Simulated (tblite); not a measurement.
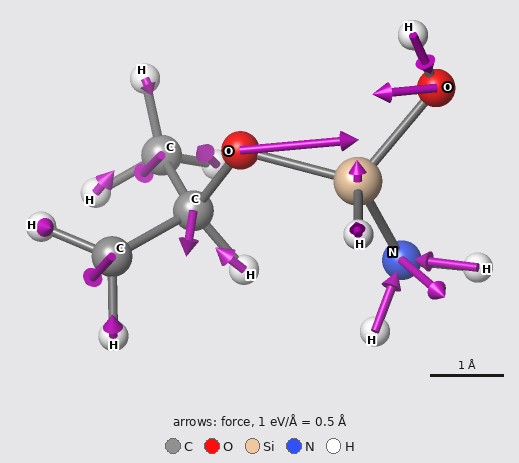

Starting geometry of C3H10NO2Si (multiplicity 2) with the computed forces as purple arrows. A ball-and-stick model, seen at a tilt.

Method: GFN2-xTB geometry optimisation, gas phase (tblite). 

**Is this structure relaxed? If not, where do the atoms go?**

It isn't relaxed: the largest force vector, on an O atom, is 3.35 eV/Å. The final displacements have little in common with the starting forces (cosine between the two patterns 0.29). The largest move after the best rigid fit is that of an H atom, 1.72 Å. By element the largest moves are H 1.72 Å, O 0.60 Å, N 0.52 Å, C 0.26 Å, Si 0.26 Å. Some distances before and after: O–Si 1.702 → 1.622 Å, H–N 1.068 → 1.007 Å, N–Si 1.791 → 1.731 Å, C–H 1.127 → 1.087 Å. Bond angles that change, for instance: C–O–Si 113.8° → 129.0°, Si–N–H 104.9° → 117.5°, Si–N–H 108.7° → 119.0°. Groups turn about O–Si by about 90°, C–O by about 40°, O–Si by about 40°. After 193 geometry steps the energy has fallen by 120.1 kJ/mol. The run took 1 s on 1 thread of Arm Neoverse V2, with other jobs on the host.
